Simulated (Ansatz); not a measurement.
# quartet GeH3O at 6 levels

Wanted: a comparison of 6 runs (UHF/def2-TZVP, U-wB97M-V/def2-TZVP, UB3LYP/def2-TZVP, UBHLYP/def2-TZVP, UPBE/def2-TZVP, UMP2/def2-TZVP) of quartet GeH3O. 

The calculation is run with Ansatz 0.2.0.

53 further runs of the same task are left out: 1 that didn't finish, 52 set aside as unsound or not needed. Runs told in other sessions of the task aren't counted.

### 1 Starting point

GeH3O has 5 atoms, charge 0, and is taken as a quartet. As SMILES of the parent species, `[O][GeH3]`. The coordinates come from a PBE0-D4/def2-TZVP relaxation. That shape belongs to the parent species and isn't relaxed for this state.

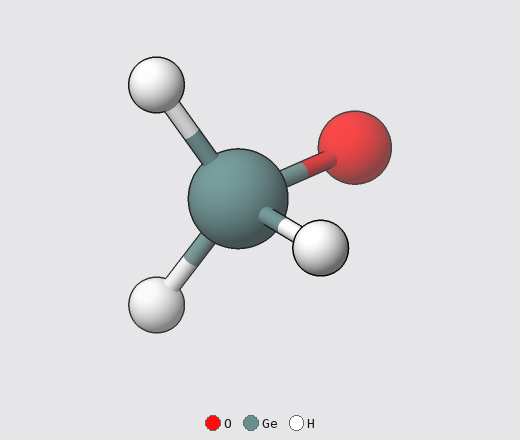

The structure, seen from a chosen angle (oxygen red, germanium teal, hydrogen white).

### 2 A single-point energy at UHF/def2-TZVP (run 1)

job.yaml reads:

```yaml
crystal:
  periodic: [false, false, false]
  atoms:
    - {symbol: O, position_ang: [-1.443900, 0.418600, 0.777300]}
    - {symbol: Ge, position_ang: [0.072300, -0.056300, -0.056900]}
    - {symbol: H, position_ang: [-0.162200, -0.091200, -1.574700]}
    - {symbol: H, position_ang: [0.548000, -1.418100, 0.471500]}
    - {symbol: H, position_ang: [1.035700, 1.073400, 0.341400]}
basis:
  gaussian:
    orbitals: def2-TZVP
magnetization:
  spin_polarized: true
  initial_magnetization: 3
hamiltonian:
  xc: hf
accuracy: high
output: {orbitals: {seedname: orbitals}}
```

Launch:

```bash
$ ansatz run job.yaml --threads 1 --pin off --max-ram 3480MiB --events-out events.jsonl --progress --plain --runs-dir runs
```

Log:

```text
Warning: RAYON_NUM_THREADS=1 ignored (pool sized by the plan → 1); use --threads N
Functional definition: HF
  name "HF"
  exchange = exact_x
  correlation = 0
1610 factors; integrals over basis functions are off by at most 4.7e-9 eV
mean field evaluation 1: about -58548.1919 eV, gradient 1.5e1 eV
mean field evaluation 2: about -58548.2012 eV, gradient 1.5e1 eV
mean field evaluation 4: about -58551.0803 eV, gradient 5.6e0 eV
mean field evaluation 8: about -58551.8196 eV, gradient 3.3e-1 eV
mean field evaluation 16: about -58551.8236 eV, gradient 5.0e-7 eV
mean field evaluation 32: about -58550.4673 eV, gradient 8.1e-1 eV
mean field evaluation 64: about -58546.4412 eV, gradient 2.9e1 eV
mean field evaluation 96: about -58549.5323 eV, gradient 3.3e0 eV
mean field -58551.82358999 eV, -2151.7398290807 hartree, gradient 2.3e-8 eV, S^2 3.764643; 1 other end points of the search recorded, 0 dependent functions left out
reference -58551.82358999 eV, -2151.7398290807 hartree; 23, 20 occupied and 74, 77 virtual orbitals, 1610 factors
Total energy: -58551.82358999 eV, -2151.7398290807 hartree
```

Run time: 8.7 s. Hardware: 1 thread of Arm Neoverse V1, shared host; peak memory 0.3 GiB.

### 3 The energy at U-wB97M-V/def2-TZVP (run 2)

run.yaml reads:

```yaml
crystal:
  periodic: [false, false, false]
  atoms:
    - symbol: O
      position_ang: [-1.443900, 0.418600, 0.777300]
    - symbol: Ge
      position_ang: [0.072300, -0.056300, -0.056900]
    - symbol: H
      position_ang: [-0.162200, -0.091200, -1.574700]
    - symbol: H
      position_ang: [0.548000, -1.418100, 0.471500]
    - symbol: H
      position_ang: [1.035700, 1.073400, 0.341400]
basis:
  gaussian:
    orbitals: def2-TZVP
hamiltonian:
  xc: {name: wB97M-V}
magnetization:
  spin_polarized: true
  initial_magnetization: 3
output: {orbitals: {seedname: orbitals}}
accuracy: high
```

Launch:

```bash
$ ansatz run run.yaml --threads 1 --pin off --max-ram 3480MiB --events-out events.jsonl --progress --plain --runs-dir runs
```

Log, shortened:

```text
Warning: RAYON_NUM_THREADS=1 ignored (pool sized by the plan → 1); use --threads N
Functional definition: wB97M-V
  name "wB97M-V"
[...]
  gx(w, u) = 1 - cx + cx01*u + cx10*w
  gss(w, u) = css00 + css04*u^4 + css10*w + css20*w^2 + css43*w^4*u^3
  gos(w, u) = cos00 + cos10*w + (cos20 + cos21*u)*w^2 + (cos60 + cos61*u)*w^6
[...]
      + integral(e_c_pw_mod_opposite_spin*gos(b97_w_opposite, b97_u_opposite)) + vv10(b, c)
1610 factors; integrals over basis functions are off by at most 4.7e-9 eV
286 factors; integrals over basis functions are off by at most 1.4e-9 eV
[...]
mean field -58602.24168751 eV, -2153.5926599899 hartree, gradient 9.6e-8 eV, S^2 3.763125; 6 other end points of the search recorded, 0 dependent functions left out
reference -58602.24169117 eV, -2153.5926601244 hartree; 23, 20 occupied and 74, 77 virtual orbitals, 1610 factors
Total energy: -58602.24169117 eV, -2153.5926601244 hartree
```

Wall time 2.1 min (1 thread of Arm Neoverse V1, shared host); peak memory 0.76 GiB.

Runs 3 to 4 aren't shown in full; the table further down has their settings and results.

### 4 The energy at UPBE/def2-TZVP (run 5)

in.yaml reads:

```yaml
crystal:
  periodic: [false, false, false]
  atoms:
    - {symbol: O, position_ang: [-1.443900, 0.418600, 0.777300]}
    - {symbol: Ge, position_ang: [0.072300, -0.056300, -0.056900]}
    - {symbol: H, position_ang: [-0.162200, -0.091200, -1.574700]}
    - {symbol: H, position_ang: [0.548000, -1.418100, 0.471500]}
    - {symbol: H, position_ang: [1.035700, 1.073400, 0.341400]}
basis:
  gaussian:
    orbitals: def2-TZVP
magnetization:
  spin_polarized: true
  initial_magnetization: 3
hamiltonian:
  xc: {name: PBE}
accuracy: high
output:
  orbitals: {seedname: orbitals}
```

Launch:

```bash
$ ansatz run in.yaml --threads 1 --pin off --max-ram 3480MiB --events-out events.jsonl --progress --plain --runs-dir runs
```

Log:

```text
Warning: RAYON_NUM_THREADS=1 ignored (pool sized by the plan → 1); use --threads N
Functional definition: PBE
  name "PBE"
  parameter kappa = 0.804
  parameter beta = 0.06672455060314922
  exchange = pbe_x(kappa = kappa, mu = beta*pi^2/3)
  correlation = pbe_c(beta = beta)
1610 factors; integrals over basis functions are off by at most 4.7e-9 eV
mean field evaluation 1: about -58594.2748 eV, gradient 2.5e1 eV
mean field evaluation 2: about -58580.7424 eV, gradient 5.8e1 eV
mean field evaluation 4: about -58595.2465 eV, gradient 1.1e1 eV
mean field evaluation 8: about -58596.0313 eV, gradient 3.5e-1 eV
mean field evaluation 16: about -58596.0321 eV, gradient 1.6e-4 eV
mean field evaluation 32: about -58592.6689 eV, gradient 1.5e1 eV
mean field -58596.03213818 eV, -2153.3644632611 hartree, gradient 4.1e-8 eV, S^2 3.755904; 4 other end points of the search recorded, 0 dependent functions left out
reference -58596.03214141 eV, -2153.3644633797 hartree; 23, 20 occupied and 74, 77 virtual orbitals, 1610 factors
Total energy: -58596.03214141 eV, -2153.3644633797 hartree
```

Run time: 11 s. Hardware: 1 thread of Arm Neoverse V1, shared host; peak memory 0.26 GiB.

### 5 The energy at UMP2/def2-TZVP (run 6)

Edit run.yaml of step 3 so:

```diff
@@ -16,4 +16,2 @@
     orbitals: def2-TZVP
-hamiltonian:
-  xc: {name: wB97M-V}
 magnetization:
@@ -21,3 +19,5 @@
   initial_magnetization: 3
-output: {orbitals: {seedname: orbitals}}
+correlation:
+  method: mp2
+  frozen_orbitals: {Ge: 9, H: 0, O: 1}
 accuracy: high
```

Launch:

```bash
$ ansatz run run.yaml --threads 1 --pin off --max-ram 3480MiB --events-out events.jsonl --progress --plain --runs-dir runs
```

Log, shortened:

```text
Warning: RAYON_NUM_THREADS=1 ignored (pool sized by the plan → 1); use --threads N
Functional definition: HF
  name "HF"
[...]
1610 factors; integrals over basis functions are off by at most 4.7e-9 eV
[...]
mean field -58551.82358999 eV, -2151.7398290807 hartree, gradient 2.3e-8 eV, S^2 3.764643; 4 other end points of the search recorded, 0 dependent functions left out
10 core orbitals not correlated: weight in the atoms' cores, before any rotation towards them, 1.000 or more for the frozen orbitals, at most 0.000 for the correlated occupied ones
reference -58551.82358999 eV, -2151.7398290807 hartree; 13, 10 occupied and 74, 77 virtual orbitals, 1610 factors
second order -11.15380891 eV of doubles, -0.00000000 eV of singles
Total energy: -58562.97739890 eV, -2152.1497239979 hartree
```

It took 6 s on 1 thread of Arm Neoverse V1, shared host; peak memory 0.29 GiB.

### 6 All runs side by side

| run | level | frozen core orbitals | energy (Eh) | HOMO energy (eV) | ⟨S²⟩ | wall time |
| --- | --- | --- | --- | --- | --- | --- |
| 1 | UHF/def2-TZVP | – | -2151.739829 | -4.16 | 3.765 | 8.7 s |
| 2 | U-wB97M-V/def2-TZVP | – | -2153.592660 | -4.21 | 3.763 | 2.1 min |
| 3 | UB3LYP/def2-TZVP | – | -2153.804222 | -2.18 | 3.762 | 18 s |
| 4 | UBHLYP/def2-TZVP | – | -2153.690662 | -3.02 | 3.765 | 19 s |
| 5 | UPBE/def2-TZVP | – | -2153.364463 | -1.62 | 3.756 | 11 s |
| 6 | UMP2/def2-TZVP | 10 | -2152.149724 | – | 3.765 | 6 s |

### 7 Results

```
                                           quantity           value
                                run 6: total energy  -2152.14972 Eh
run 6: correlation energy (10 core orbitals frozen)      -409.9 mEh
           run 6: ⟨S²⟩ of the reference determinant           3.765
```

Totals of different functionals can't be ranked against each other. All runs together took 3.2 min, the longest 2.1 min.
